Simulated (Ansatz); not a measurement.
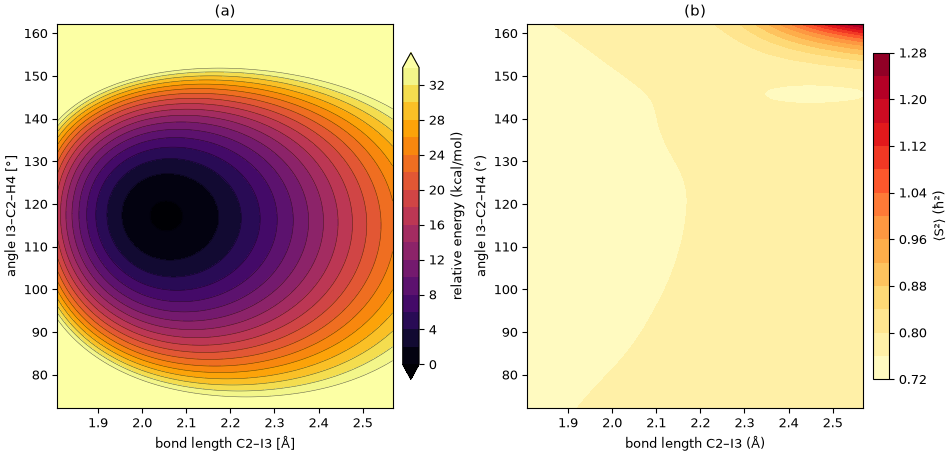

CHBrI, SMILES Br[CH]I, spin multiplicity 2. 
- Coordinates scanned: (1) bond length C2–I3; (2) angle I3–C2–H4.
- Nothing is relaxed (all other coordinates rigid).
- The scan uses a 9 × 9 grid.
- Points are written as (first, second).
- All energies are given in kcal/mol relative to the lowest grid point.
- In part of the range the unrestricted reference is strongly spin-contaminated.
- All numbers below come from UKS r2SCAN-D4/def2-TZVP (Ansatz).

Panel (a) is the energy; panel (b) is the computed ⟨S²⟩, in ħ².

The picture shows filled contours, one colour for all values above the top of the scale. Between grid points the surface is interpolated.

### How does the ⟨S²⟩ vary over the map, and what is it at the lowest grid point?

Leaving out the highest fifth of the energies, it runs from 0.76 ħ² at (1.808 Å, 117.2°) to 0.78 ħ² at (2.473 Å, 151.0°). At the lowest grid point, (2.093 Å, 117.2°), it is 0.76 ħ².

```
angle I3–C2–H4 ↓, bond length C2–I3 →  1.808  1.903  1.998  2.093  2.188  2.283  2.378  2.473  2.568
                                162.2   0.76   0.76   0.76   0.77   0.78   0.84   0.96   1.12   1.26
                                151.0   0.76   0.76   0.76   0.76   0.76   0.77   0.77   0.78   0.79
                                139.7   0.76   0.76   0.76   0.76   0.76   0.76   0.77   0.77   0.77
                                128.5   0.76   0.76   0.76   0.76   0.76   0.76   0.76   0.77   0.77
                                117.2   0.76   0.76   0.76   0.76   0.76   0.76   0.76   0.76   0.77
                                106.0   0.76   0.76   0.76   0.76   0.76   0.76   0.76   0.77   0.77
                                 94.7   0.76   0.76   0.76   0.76   0.76   0.76   0.76   0.77   0.77
                                 83.5   0.76   0.76   0.76   0.76   0.76   0.76   0.77   0.77   0.77
                                 72.2   0.76   0.76   0.76   0.76   0.76   0.77   0.77   0.77   0.78
```
